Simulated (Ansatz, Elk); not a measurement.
# Bonding as seen by X-rays: Cu2Rh2Au

Structure refinements treat a crystal as free atoms side by side. For a made-up structure of Cu2Rh2Au (cell and positions from a PBE relaxation) the runs below show what the calculated density changes in F(hkl).

Main program and level: Elk 11.2.3 (patched build); DFT, PBE, all-electron APW+lo, Dirac cores, scalar-relativistic bands, static density, ferromagnetic start.

The structure was built from a prototype and need not be the compound's stable phase.

## Step 1: Set-up

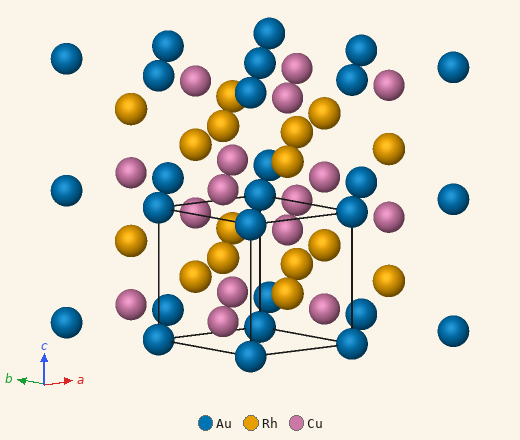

The cell as given, from a free direction (gold blue, rhodium orange, copper pink). 2×2×2 cells are drawn. Some periodic images of atoms are drawn too.

Coordinates:

```cif
data_structure
_symmetry_space_group_name_H-M 'P 1'
_symmetry_Int_Tables_number 1
_cell_length_a 4.1777
_cell_length_b 4.1777
_cell_length_c 5.1009
_cell_angle_alpha 90.000
_cell_angle_beta 90.000
_cell_angle_gamma 120.000
_cell_volume 77.10
loop_
_atom_site_label
_atom_site_type_symbol
_atom_site_fract_x
_atom_site_fract_y
_atom_site_fract_z
_atom_site_occupancy
Au1 Au 0.00000 0.00000 0.00000 1
Rh2 Rh 0.33333 0.66667 0.62985 1
Rh3 Rh 0.66667 0.33333 0.37015 1
Cu4 Cu 0.33333 0.66667 0.14688 1
Cu5 Cu 0.66667 0.33333 0.85312 1
```

## Step 2: Ground state and structure factors

An all-electron density is needed, since X-rays see the cores too. Task 0 finds the density and task 195 Fourier-transforms it; tshift is off so that phases refer to the origin typed.

elk.in

```
tasks
  0
  195
  196

xctype
  20

spinpol
  .true.

rgkmax
  7.0

gmaxvr
  14.0

lmaxo
  7

lmaxapw
  8

swidth
  0.002

tshift
  .false.

ramdisk
  .false.

hmaxvr
  5.5

maxscl
  120

epspot
  1e-06

reducebf
  0.8

sppath
  './'

avec
  7.89469507372 0.00000000000 0.00000000000
  -3.94734753686 6.83700648897 0.00000000000
  0.00000000000 0.00000000000 9.63926842590

atoms
  3
  'Au.in'
  1
  -0.0000000000 0.0000000000 -0.0000000000   0.000000 0.000000 0.000000
  'Rh.in'
  2
  0.3333333333 0.6666666667 0.6298510184   0.000000 0.000000 -0.045000
  0.6666666667 0.3333333333 0.3701489816   0.000000 0.000000 -0.045000
  'Cu.in'
  2
  0.3333333333 0.6666666667 0.1468766815   0.000000 0.000000 0.000000
  0.6666666667 0.3333333333 0.8531233185   0.000000 0.000000 0.000000

ngridk
  5 5 4
```

Run with:

```sh
OMP_NUM_THREADS=4 elk
```

Numbers of over 12 decimals in the logs are rounded to 6 here.

What it wrote:

```text
┌─────────────────────────┐
│ Elk code version 11.2.3 │
└─────────────────────────┘

All units are atomic (Hartree, Bohr, etc.)

┌─────────────────────────────────────────────────┐
│ Ground-state run starting from atomic densities │
└─────────────────────────────────────────────────┘

Lattice vectors :
   7.894695074       0.000000000       0.000000000
  -3.947347537       6.837006489       0.000000000
   0.000000000       0.000000000       9.639268426

Reciprocal lattice vectors :
  0.7958743496      0.4594982700      -0.000000000
   0.000000000      0.9189965400       0.000000000
   0.000000000      -0.000000000      0.6518321754

Unit cell volume      :    520.2899377
Brillouin zone volume :   0.4767538165

Muffin-tin inner radius fraction :   0.1000000000E-01

Nuclei treated as point charges

Species : 1 (Au)
 parameters loaded from : Au.in
 name : gold
 nuclear charge    :   -79.00000000
 electronic charge :    79.00000000
 atomic mass :    359048.0562
 muffin-tin radius :    2.543058973
 number of radial points in muffin-tin :   1393
 inner part over the whole radius :   0.9967136867E-02
 number on inner part of muffin-tin    :    998
 approximate nuclear radius :   0.1033733540E-03
 number of mesh points to nuclear radius :    526
 atomic positions (lattice), magnetic fields (Cartesian) :
  1 :   0.00000000  0.00000000  0.00000000    0.00000000  0.00000000  0.00000000

Species : 2 (Rh)
 parameters loaded from : Rh.in
 name : rhodium
 nuclear charge    :   -45.00000000
 electronic charge :    45.00000000
 atomic mass :    187585.2511
 muffin-tin radius :    2.505217419
 number of radial points in muffin-tin :   1193
 inner part over the whole radius :   0.9905301922E-02
 number on inner part of muffin-tin    :    848
 approximate nuclear radius :   0.8524867730E-04
 number of mesh points to nuclear radius :    424
 atomic positions (lattice), magnetic fields (Cartesian) :
  1 :   0.33333333 -0.33333333 -0.37014898    0.00000000  0.00000000 -0.04500000
  2 :  -0.33333333  0.33333333  0.37014898    0.00000000  0.00000000 -0.04500000

Species : 3 (Cu)
 parameters loaded from : Cu.in
 name : copper
 nuclear charge    :   -29.00000000
 electronic charge :    29.00000000
 atomic mass :    115837.2717
 muffin-tin radius :    2.100301858
 number of radial points in muffin-tin :    993
 inner part over the whole radius :   0.9971712709E-02
 number on inner part of muffin-tin    :    699
 approximate nuclear radius :   0.7406004541E-04
 number of mesh points to nuclear radius :    339
 atomic positions (lattice), magnetic fields (Cartesian) :
  1 :   0.33333333 -0.33333333  0.14687668    0.00000000  0.00000000  0.00000000
  2 :  -0.33333333  0.33333333 -0.14687668    0.00000000  0.00000000  0.00000000

Total number of atoms per unit cell :    5
Total muffin-tin volume :    278.2294618
 ratio of muffin-tin to unit cell volume :   0.5347584907

Spin treatment :
 spin-polarised
 global magnetic field (Cartesian) :    0.000000000       0.000000000       0.000000000
 collinear magnetisation in z-direction

Number of Bravais lattice symmetries :   24
Number of crystal symmetries         :   12
Crystal has inversion symmetry
Real symmetric eigensolver will be used

k-point grid :      5     5     4
k-point offset :    0.000000000       0.000000000       0.000000000
k-point set is reduced with full crystal symmetry group
Total number of k-points :       17

Muffin-tin radius times maximum |G+k| :    7.000000000
 using average radius
Maximum |G+k| for APW functions       :    2.977685009
Maximum (1/2)|G+k|²                   :    4.433304008
Maximum |G| for potential and density :    14.00000000
Constant for pseudocharge density :    9
 order of it for each species :   16  16  16
 order of it for pair densities of each species (exact exchange by exxq0 0: 17) :   11  11   7
Radial integration step length :    1

G-vector grid sizes :     36    36    45
Number of G-vectors :    24217

Maximum angular momentum used for
[...]
[... loops 3 to 19 left out ...]

┌──────────────────┐
│ Loop number : 20 │
└──────────────────┘

Energies :
 Fermi                       :     0.267847
 sum of occupied eigenvalues :     -19330.555628642
 electron kinetic            :      35230.046909972
 core electron kinetic       :      33675.972886251
 Coulomb                     :     -66379.758911128
 Coulomb potential           :     -53544.009097350
 nuclear-nuclear             :     -3352.3948401554
 electron-nuclear            :     -72604.365214228
 Hartree                     :      9577.0011432556
 Madelung                    :     -39607.754362453
 xc potential                :     -1016.5601946801
 xc effective B-field        :    -0.33244919088197E-01
 external B-field            :      0.000000
 exchange                    :     -766.22337531791
 correlation                 :     -12.445620377354
 electron entropic           :    -0.19216940095176E-02
 total energy                :     -31928.382918545
 (external B-field energy excluded from total)

Density of states at Fermi energy :    145.3578301
 (states/Hartree/unit cell)

Estimated indirect band gap :   0.2842891977E-03
 from k-point 13 to k-point 8
Estimated direct band gap   :   0.2613935000E-02
 at k-point 8

Charges :
 core                        :    128.0000000
 valence                     :    99.00000000
 interstitial                :    6.808658739
 muffin-tins (core leakage)
  species : 1 (Au)
[...]
species : 2 (Rh)
[...]
species : 3 (Cu)
[...]
total in muffin-tins        :    220.1913413
 total calculated charge     :    226.9968618
 total charge                :    227.0000000
 error                       :   0.3138195449E-02

Moments :
 interstitial                :   0.3329935216E-01
 muffin-tins
  species : 1 (Au)
[...]
species : 2 (Rh)
[...]
species : 3 (Cu)
[...]
total in muffin-tins        :    2.429213649
 total moment                :    2.462513001

RMS change in Kohn-Sham potential (target) :   0.7916407322E-06 (  0.1000000000E-05)
Absolute change in total energy (target)   :   0.1157655788E-04 (  0.1000000000E-03)

Convergence targets achieved

┌──────────────────┐
│ Loop number : 21 │
└──────────────────┘

Energies :
 Fermi                       :     0.267846
 sum of occupied eigenvalues :     -19330.555648692
 electron kinetic            :      35230.046889421
 core electron kinetic       :      33675.972893989
 Coulomb                     :     -66379.758905660
 Coulomb potential           :     -53544.009073428
 nuclear-nuclear             :     -3352.3948401554
 electron-nuclear            :     -72604.365232147
 Hartree                     :      9577.0011666424
 Madelung                    :     -39607.754368946
 xc potential                :     -1016.5602204235
 xc effective B-field        :    -0.33240968920540E-01
 external B-field            :      0.000000
 exchange                    :     -766.22337463854
 correlation                 :     -12.445620642139
 electron entropic           :    -0.19219335028771E-02
 total energy                :     -31928.382933453
 (external B-field energy excluded from total)

Density of states at Fermi energy :    145.3758997
 (states/Hartree/unit cell)

Estimated indirect band gap :   0.2840629980E-03
 from k-point 13 to k-point 8
Estimated direct band gap   :   0.2613899736E-02
 at k-point 8

Charges :
 core                        :    128.0000000
 valence                     :    99.00000000
 interstitial                :    6.808656843
 muffin-tins (core leakage)
  species : 1 (Au)
[...]
species : 2 (Rh)
[...]
atom 2                    :    43.66911578     ( -0.3014477699E-06)
  species : 3 (Cu)
   atom 1                    :    27.59112774     (  0.8298556570E-03)
   atom 2                    :    27.59112774     (  0.8298556570E-03)
 total in muffin-tins        :    220.1913432
 total calculated charge     :    226.9968618
 total charge                :    227.0000000
 error                       :   0.3138203185E-02

Moments :
 interstitial                :   0.3329743044E-01
 muffin-tins
  species : 1 (Au)
[...]
species : 2 (Rh)
[...]
atom 2                    :    1.030094085
  species : 3 (Cu)
   atom 1                    :   0.1576979489
   atom 2                    :   0.1576979489
 total in muffin-tins        :    2.429095776
 total moment                :    2.462393207

┌──────────────────────────────┐
│ Self-consistent loop stopped │
└──────────────────────────────┘

Warning : core states of species 1 leak from the muffin-tin :   0.3927539433E-03

Warning : core states of species 3 leak from the muffin-tin :   0.8298556570E-03

Wrote STATE.OUT
```

Run time: 5.5 min. Hardware: 4 threads of Intel Xeon Platinum 8488C (Sapphire Rapids), shared host; peak memory 0.71 GiB.

SFACRHO.OUT:

```text

h k l indices transformed by vhmat matrix:
   1.000000000       0.000000000       0.000000000    
   0.000000000       1.000000000       0.000000000    
   0.000000000       0.000000000       1.000000000    

      h      k      l  multipl.   |H|            Re(F)            Im(F)           |F|

      0      0      0      1   0.0000000       227.00000      0.11868390E-15   227.00000    
      0      0     -1      2  0.65183218       50.318942      -0.0000000       50.318942    
      0      1      0      6  0.91899654       6.8480402      0.14440947E-13   6.8480402    
     -1      1      1      6   1.1266942       94.572459      -0.0000000       94.572459    
     -1      1     -1      6   1.1266942       66.828752      -0.0000000       66.828752    
      0      0     -2      2   1.3036644       50.306829      -0.0000000       50.306829    
      1     -2      0      6   1.5917487       174.67210      0.65500094E-16   174.67210    
      0      1     -2      6   1.5950221      -22.552147      0.23466538E-13   22.552147    
      0      1      2      6   1.5950221       166.07773     -0.36102367E-13   166.07773    
     -1      2      1     12   1.7200433       42.989938      -0.0000000       42.989938    
      2      0      0      6   1.8379931       8.9811935      0.25271657E-13   8.9811935    
      2     -2     -1      6   1.9501548       57.256722      -0.0000000       57.256722    
      2      0     -1      6   1.9501548       80.605054     -0.85743121E-14   80.605054    
      0      0      3      2   1.9554965       70.285226      -0.0000000       70.285226    
      1      1     -2     12   2.0574753       44.452068      0.72204734E-14   44.452068    
     -1      0     -3      6   2.1606761       73.110316      0.36102367E-14   73.110316    
      0     -1     -3      6   2.1606761       31.537428      0.90255917E-14   31.537428    
      0     -2      2      6   2.2533884       143.78587      0.38810044E-13   143.78587
```

Elk indexes on the primitive cell of elk.in and gives |H| = 4π sin θ/λ in inverse bohr. Below, one row stands for each form hkl of the conventional cell (m members, Friedel mates merged), F is for one primitive cell and the density is static (no thermal factor). Free-atom factors are Waasmaier and Kirfel's, and R is Σm||F|−|F'||/Σm|F|.

```tsv
hkl	m	sin θ/λ (Å⁻¹)	abs F, DFT	neutral atoms	diff.
001	2	0.098	50.319	50.606	-0.288
100	6	0.138	6.848	6.839	+0.009
101	6	0.169	94.573	94.586	-0.013
011	6	0.169	66.829	67.132	-0.303
002	2	0.196	50.307	50.304	+0.003
110	6	0.239	174.672	175.938	-1.266
102	6	0.240	22.552	23.182	-0.630
012	6	0.240	166.078	167.340	-1.262
111	12	0.259	42.990	43.405	-0.415
200	6	0.276	8.981	8.588	+0.393
201	6	0.293	57.257	57.684	-0.428
021	6	0.293	80.605	80.361	+0.245
003	2	0.294	70.285	70.058	+0.228
112	12	0.309	44.452	44.439	+0.014
```

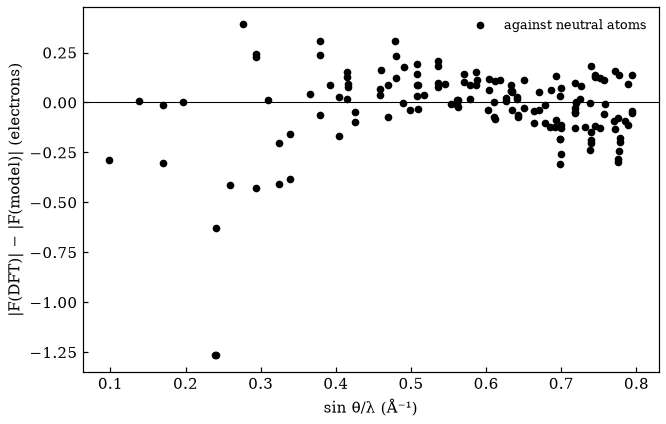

Difference between the calculated structure factors and the independent-atom ones.

## Step 3: The magnetisation density

The same run holds the spin density, and task 196 transforms it. The order is that of the start, and no other was tried.

SFACMAG_1.OUT:

```text

h k l indices transformed by vhmat matrix:
   1.000000000       0.000000000       0.000000000    
   0.000000000       1.000000000       0.000000000    
   0.000000000       0.000000000       1.000000000    

      h      k      l  multipl.   |H|            Re(F)            Im(F)           |F|

      0      0      0      1   0.0000000       2.4623933      0.28745357E-17   2.4623933    
      0      0     -1      2  0.65183218     -0.97082538      0.19743482E-15  0.97082538    
      0      1      0      6  0.91899654     -0.86064540      0.11281990E-15  0.86064540    
     -1      1      1      6   1.1266942       1.0884949     -0.49358705E-16   1.0884949    
     -1      1     -1      6   1.1266942     -0.29914420      0.56409948E-16  0.29914420    
      0      0     -2      2   1.3036644     -0.18517538      -0.0000000      0.18517538    
      1     -2      0      6   1.5917487       1.1160646      0.89998184E-17   1.1160646    
      0      1     -2      6   1.5950221     -0.86065642      0.22563979E-15  0.86065642    
      0      1      2      6   1.5950221       1.0389856     -0.44775396E-15   1.0389856    
     -1      2      1     12   1.7200433     -0.33180295      0.28204974E-16  0.33180295    
      2      0      0      6   1.8379931     -0.45058323      0.22563979E-15  0.45058323    
      2     -2     -1      6   1.9501548      0.86327229E-02 -0.42307461E-16  0.86327229E-02
      2      0     -1      6   1.9501548      0.29628925     -0.13926206E-15  0.29628925    
      0      0      3      2   1.9554965      0.24900250      0.42307461E-16  0.24900250    
      1      1     -2     12   2.0574753     -0.50583413E-01 -0.56409948E-16  0.50583413E-01
     -1      0     -3      6   2.1606761      0.99073565E-01  0.98717409E-16  0.99073565E-01
```

The total moment is 2.46 μB a cell; sphere moments: Au1 +0.05, Rh2 +1.03, Rh3 +1.03, Cu4 +0.16, Cu5 +0.16 μB. Polarised neutrons measure spin and orbital magnetisation together; without spin-orbit coupling the run gives the spin part:

```tsv
hkl	sin θ/λ (Å⁻¹)	abs F_M (μB)
001	0.098	0.971
100	0.138	0.861
101	0.169	1.089
011	0.169	0.299
002	0.196	0.185
110	0.239	1.116
102	0.240	0.861
012	0.240	1.039
111	0.259	0.332
200	0.276	0.451
201	0.293	0.009
021	0.293	0.296
003	0.294	0.249
112	0.309	0.051
```

(Continued in part 2 of 2.)

[Logs are printed without paths, hosts, clocks, repeated set-up lines and the standing remarks that a program may print on its own settings, such as how far it seeks lower states.]

[Hosts, paths, dates, database ids (printed as entryN), source tags and the programs' standing remarks are cut or masked in the printed files.]
